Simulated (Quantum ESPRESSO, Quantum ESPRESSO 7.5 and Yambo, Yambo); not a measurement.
# GaP (F-43m): Bethe-Salpeter spectra with Yambo

Aim: follow the lowest exciton of GaP (F-43m) as the mesh is refined.

Main program and level: Quantum ESPRESSO 7.5 and Yambo 5.3.0; PBE and many-body steps on it, plane waves.

## (1) Set-up

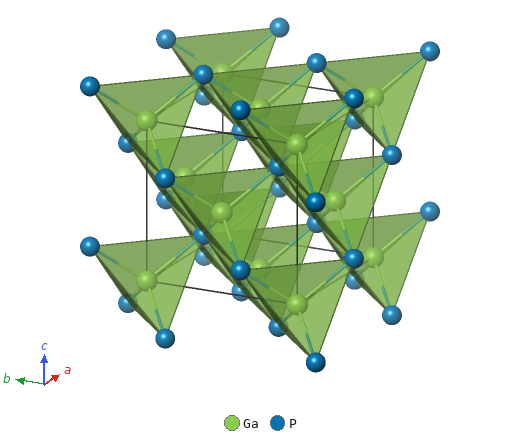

The starting structure, seen from a free direction (gallium green, phosphorus blue). This picture shows the conventional cell, with its axes. Some periodic images of atoms are drawn too.

The cell and positions come from the Crystallography Open Database and are kept as given unless a step says otherwise.

## (2) Empty states on the mesh, 4×4×4 mesh, 104 bands

This step: Quantum ESPRESSO 7.5; DFT, PBE, plane waves, norm-conserving pseudopotentials.

The sums over transitions need many empty states on a uniform mesh; this step solves for them.

pw.in reads:

```
&control
  calculation = 'nscf'
  prefix = 'x'
  outdir = 'o'
  pseudo_dir = 'pseudo'
/
&system
  ibrav = 0
  nat = 2
  ntyp = 2
  ecutwfc = 104.0
  nbnd = 104
  force_symmorphic = .true.
/
&electrons
  conv_thr = 1e-9
  electron_maxstep = 80
  diago_full_acc = .true.
  diago_thr_init = 5e-6
/
ATOMIC_SPECIES
  Ga 69.723 Ga.upf
  P 30.974 P.upf
CELL_PARAMETERS angstrom
  0.0000000000 2.7252500000 2.7252500000
  2.7252500000 0.0000000000 2.7252500000
  2.7252500000 2.7252500000 0.0000000000
ATOMIC_POSITIONS crystal
  Ga 0.0000000000 0.0000000000 0.0000000000
  P 0.2500000000 0.2500000000 0.2500000000
K_POINTS automatic
  4 4 4 0 0 0
```

On the command line:

```bash
$ OMP_NUM_THREADS=1 mpirun -n 8 pw.x -nk 4 -in pw.in > pw.out
```

Output:

```text
Program PWSCF v.7.5 starts

     This program is part of the open-source Quantum ESPRESSO suite
     for quantum simulation of materials; please cite
         "P. Giannozzi et al., J. Phys.:Condens. Matter 21 395502 (2009);
         "P. Giannozzi et al., J. Phys.:Condens. Matter 29 465901 (2017);
         "P. Giannozzi et al., J. Chem. Phys. 152 154105 (2020);
     in publications or presentations arising from this work. More details at

     Atomic positions and unit cell read from directory:
     o/x.save/

     Message from routine setup:
[...]
k =-0.3536-0.3536 0.3536 (  4910 PWs)   bands (ev):

[...]
89.0622  89.0622  90.3732  92.5656  92.7730  92.7730  92.7804  94.3380
    94.3380  94.4618  95.0441  95.0441  98.4182  98.8962  98.8963  99.3249

          k = 0.3536 0.0000 0.0000 (  4865 PWs)   bands (ev):

     [... further k-points ...]

     highest occupied, lowest unoccupied level (ev):     8.2046    9.8577

     XML data file, pseudopotentials, collected wavefunctions

=------------------------------------------------------------------------------=
   JOB DONE.
=------------------------------------------------------------------------------=
```

Wall time 5.1 s (8 MPI ranks of AMD EPYC 7R43, shared host); peak memory 0.61 GiB; 38 s of CPU time.

This step gave:

* gap: 1.653 eV
* k of the valence top: 0, 0, 0
* k of the conduction bottom: 0, -0.5, -0.5
* least direct gap: 1.818 eV
* k points computed: 8
* lowest point of the top converged band, above the valence top: 88.6884 eV

On this mesh the gap is 1.653 eV.

The density comes from a self-consistent run that is not shown.

## (3) Conversion and set-up

This step: Yambo 5.3.0; conversion and set-up on PBE, plane waves, norm-conserving pseudopotentials.

The states are converted to the many-body program's format and the q mesh is built.

On the command line:

```bash
$ (cd o/x.save; p2y > p2y.log; mv SAVE ../..); yambo > setup.log
```

Output:

```text
 Yambo, version 5.3.0

 [02] CORE Variables Setup
 =========================

  [02.01] Unit cells
  ==================

  Cell kind             :  FCC
  Atoms in the cell     :  Ga  P
  number of Ga atoms    :  1
  number of P  atoms    :  1

  List of atomic masses
  Mass of Ga    :  69.72300
  Mass of P     :  30.97400

  List of atomic coordinates    : [cc]
  Ga1       :  0.000000  0.000000  0.000000  order 1
  P1       :  2.574988  2.574988  2.574988  order 2

  Alat factors          :  5.149976  5.149976  5.149976 [a.u.]
  Direct lattice volume :  273.1780 [a.u.]
[...]
==========================================

 IBZ Q-points                                      :   8
 BZ  Q-points                                      :   64

 K/Q-points units:
 rlu = crystal or reduced units; cc = cartesian coordinates; iku = interal k-units

 Q [1]          [rlu]:  0.000000  0.000000  0.000000
 Q [2]          [rlu]: -0.25926E-17 -0.25926E-17  0.25000
 Q [3]          [rlu]:  0.51853E-17  0.51853E-17 -0.50000
[...]
Q [7]          [rlu]:  0.34504E-17 -0.50000     -0.50000
 Q [8]          [rlu]:  0.250000 -0.500000 -0.250000

  [03.01] X indexes
  =================

   [03.01.01] Sigma indexes
   ========================

 [06] Game Over & Game summary
```

Run time: 4.3 s. Hardware: 1 MPI rank; peak memory 0.25 GiB.

## (4) Screening and self-energy, 4×4×4 mesh, 104 bands, screening to 163.3 eV

G0W0 replaces the xc potential by the self-energy, built once from these orbitals. Only a window of levels is corrected, while the sums run over the empty bands that the input names.

This step: G0W0 on PBE, plane waves, norm-conserving pseudopotentials.

gw1.in reads:

```
HF_and_locXC
gw0
dyson
ppa
em1d
rim_cut
RandQpts= 1000000
RandGvec= 1 RL
EXXRLvcs= 104 Ry
VXCRLvcs= 416 Ry
Chimod= "HARTREE"
% BndsRnXp
 1 | 104 |
%
NGsBlkXp= 12 Ry
% LongDrXp
 1 | 1 | 1 |
%
% GbndRnge
 1 | 104 |
%
DysSolver= "n"
ExtendOut
PPAPntXp= 27.21138 eV
% QPkrange
 1 | 1 | 12 | 15 |
 7 | 7 | 12 | 15 |
%
```

On the command line:

```bash
$ OMP_NUM_THREADS=1 mpirun -n 8 yambo -F gw1.in -J gw1 -C gw1 > gw1.log
```

Output:

```text
 Yambo, version 5.3.0

 [02] CORE Variables Setup
 =========================

  [... cell, symmetries and grids as in the set-up ...]

  [02.05] Energies & Occupations
  ==============================

  [X] === General ===
  [X] Electronic Temperature                        :  0.000000  0.000000 [eV K]
  [X] Bosonic    Temperature                        :  0.000000  0.000000 [eV K]
  [X] Finite Temperature mode                       : no
  [X] El. density                                   :  0.64228E+24 [cm-3]
[...]
QP @ state[ 1 ] b range                          :  12  15
   QP @ state[ 2 ] K range                          :   7   7
   QP @ state[ 2 ] b range                          :  12  15
   GF energies kind                                 : Perdew, Burke & Ernzerhof(X)+Perdew, Burke & Ernzerhof(C)
   GF WF`s kind                                     : Perdew, Burke & Ernzerhof(X)+Perdew, Burke & Ernzerhof(C)
   Xs energies kind                                 : Perdew, Burke & Ernzerhof(X)+Perdew, Burke & Ernzerhof(C)
   Xs WF`s kind                                     : Perdew, Burke & Ernzerhof(X)+Perdew, Burke & Ernzerhof(C)

 [11] Game Over & Game summary
```

The job ended after 54 s (8 MPI ranks; peak memory 3.4 GiB).

This step gave:

- G0W0 gap on the points computed: 2.250 eV
- starting gap on the mesh: 1.653 eV
- k of the valence top: 0, 0, 0
- k of the conduction bottom: 0, -0.5, -0.5
- least direct G0W0 gap on the computed points: 2.701 eV

The gap on the mesh goes from 1.65 eV to 2.25 eV, a correction of +0.60 eV.

The gap opens by 0.597 eV; the next steps shift the empty bands rigidly by 0.883 eV, the correction at the start's least direct gap.

## (5) Empty states on the mesh, 4×4×4 mesh, 22 bands

This step: Quantum ESPRESSO 7.5; DFT, PBE, plane waves, norm-conserving pseudopotentials.

pw.in: that of step 2 with these lines changed.

```diff
@@ -11,3 +11,3 @@
   ecutwfc = 104.0
-  nbnd = 104
+  nbnd = 22
   force_symmorphic = .true.
```

On the command line:

```bash
$ OMP_NUM_THREADS=1 mpirun -n 8 pw.x -nk 4 -in pw.in > pw.out
```

Output:

```text
[banner, memory and clock lines left out]
Program PWSCF v.7.5 starts

     Atomic positions and unit cell read from directory:
     o/x.save/

     Message from routine setup:
     using ibrav=0 with symmetry is DISCOURAGED, use correct ibrav instead

     bravais-lattice index     =            0
     lattice parameter (alat)  =       7.2832  a.u.
     unit-cell volume          =     273.1780 (a.u.)^3
     number of atoms/cell      =            2
     number of atomic types    =            2
     number of electrons       =        26.00
[...]
-135.1871 -85.9118 -85.9118 -85.9117  -6.3791  -6.3203  -6.3203  -6.2361
    -6.2361  -3.5122   4.3287   7.5424   7.5424  10.3580  12.9459  12.9459
    14.5489  17.1496  17.1496  18.1348  21.2975  24.3939

          k =-0.3536-0.3536 0.3536 (  4910 PWs)   bands (ev):

  -135.1871 -85.9119 -85.9118 -85.9118  -6.4174  -6.3105  -6.3105  -6.2299
    -6.2299  -2.2221   1.5720   7.0869   7.0869   9.8744  12.9203  12.9203
    16.4886  19.0885  19.8199  19.8199  21.7867  21.7867

          k = 0.3536 0.0000 0.0000 (  4865 PWs)   bands (ev):

     [... further k-points ...]

     highest occupied, lowest unoccupied level (ev):     8.2046    9.8577

     XML data file, pseudopotentials, collected wavefunctions
```

It took 1.9 s on 8 MPI ranks; peak memory 0.05 GiB; 13 s of CPU time.

This step gave:

```
gap                                                           : 1.653 eV
k of the valence top                                          : 0, 0, 0
k of the conduction bottom                                    : 0, -0.5, -0.5
least direct gap                                              : 1.818 eV
k points computed                                             : 8
lowest point of the top converged band, above the valence top : 12.45 eV
```

On this mesh the gap is 1.653 eV.

## (6) Conversion and set-up

This step: Yambo 5.3.0; conversion and set-up on PBE, plane waves, norm-conserving pseudopotentials.

On the command line:

```bash
$ (cd o/x.save; p2y > p2y.log; mv SAVE ../..); yambo > setup.log
```

Output:

```text
 Yambo, version 5.3.0

 [02] CORE Variables Setup
 =========================

  [02.01] Unit cells
  ==================

  Cell kind             :  FCC
  Atoms in the cell     :  Ga  P
  number of Ga atoms    :  1
  number of P  atoms    :  1

  List of atomic masses
  Mass of Ga    :  69.72300
  Mass of P     :  30.97400

  List of atomic coordinates    : [cc]
  Ga1       :  0.000000  0.000000  0.000000  order 1
  P1       :  2.574988  2.574988  2.574988  order 2

  Alat factors          :  5.149976  5.149976  5.149976 [a.u.]
  Direct lattice volume :  273.1780 [a.u.]
[...]
==========================================

 IBZ Q-points                                      :   8
 BZ  Q-points                                      :   64

 K/Q-points units:
 rlu = crystal or reduced units; cc = cartesian coordinates; iku = interal k-units

 Q [1]          [rlu]:  0.000000  0.000000  0.000000
 Q [2]          [rlu]: -0.25926E-17 -0.25926E-17  0.25000
 Q [3]          [rlu]:  0.51853E-17  0.51853E-17 -0.50000
[...]
Q [7]          [rlu]:  0.34504E-17 -0.50000     -0.50000
 Q [8]          [rlu]:  0.250000 -0.500000 -0.250000

  [03.01] X indexes
  =================

   [03.01.01] Sigma indexes
   ========================

 [06] Game Over & Game summary
```

Wall time 3.7 s (1 MPI rank); peak memory 0.25 GiB.

(Continued in part 2 of 4.)

[Paths, hosts, dates, memory and timing lines, banners, echoed tables and standing remarks are left out of the program output.]

[Logs are printed without paths, hosts, clocks, repeated set-up lines and the standing remarks that a program may print on its own settings, such as how far it seeks lower states.]

[Runs of the session that timed out or met a known fault of the program may be left out.]

[Hosts, paths, dates, database ids (printed as entryN), source tags and the programs' standing remarks are cut or masked in the printed files.]
